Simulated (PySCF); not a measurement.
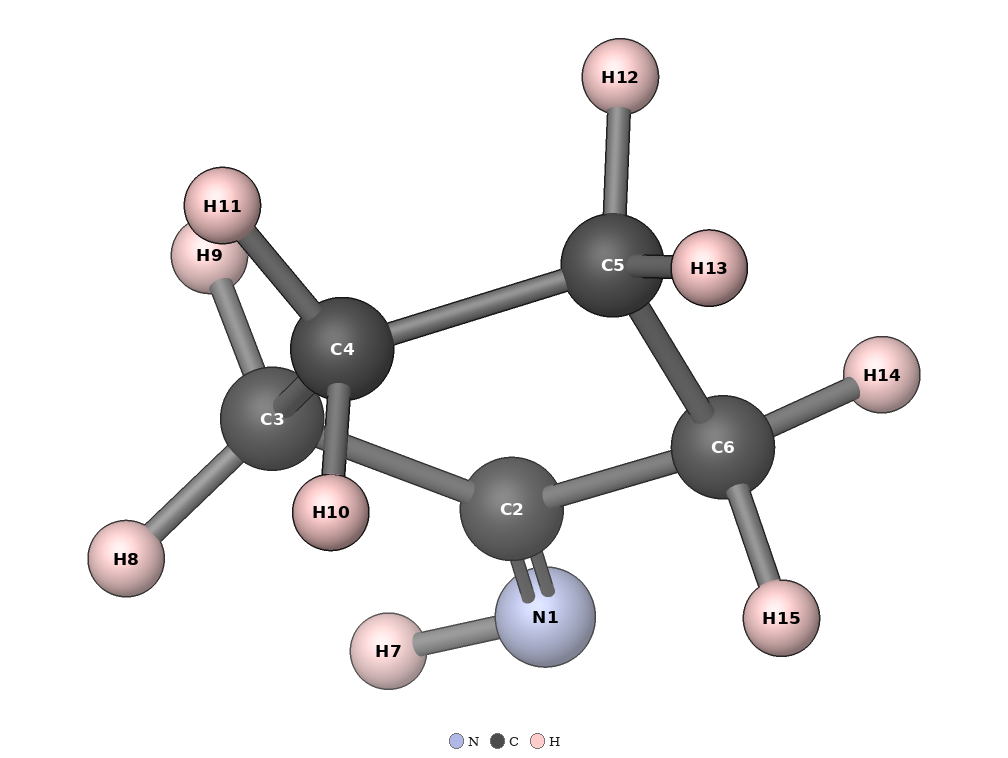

Atoms fade into the background with distance from the viewer. The geometry was computed by an optimisation with GFN2-xTB. No frequency run is at hand to confirm it as a minimum.

**What is the conformation of the ring C2–C3–C4–C5–C6?**

It is a twist (half-chair). The Cremer–Pople amplitude Q is 0.38 Å.

**Give the torsion angles round the ring, beginning with the bond from its second to its third atom.**

31°, −39°, 32°, −13°, −11°.
